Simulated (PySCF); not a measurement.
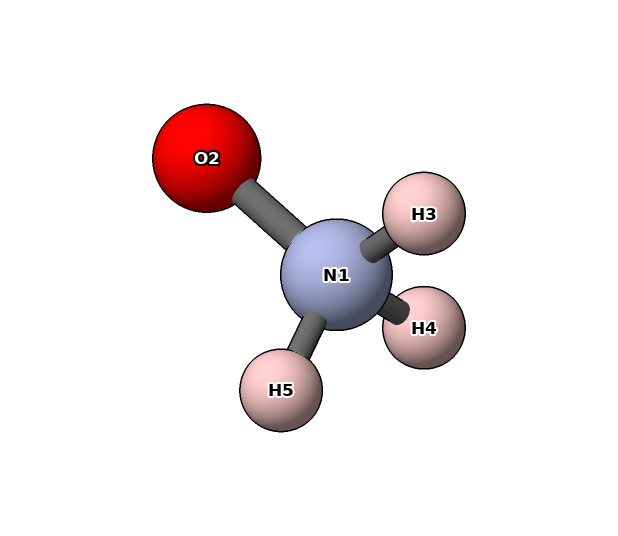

The thickness of each stick grows with its Mayer bond order. Computed geometry: PBE0/def2-TZVP optimisation. Computed with PBE0/def2-TZVP (PySCF 2.14.0).

List the Mayer bond orders of N1–O2, N1–H3 (one bond of each equivalent set).

```
 bond  Mayer order  length (Å)
N1–O2         1.19       1.338
N1–H3         0.88       1.034
```
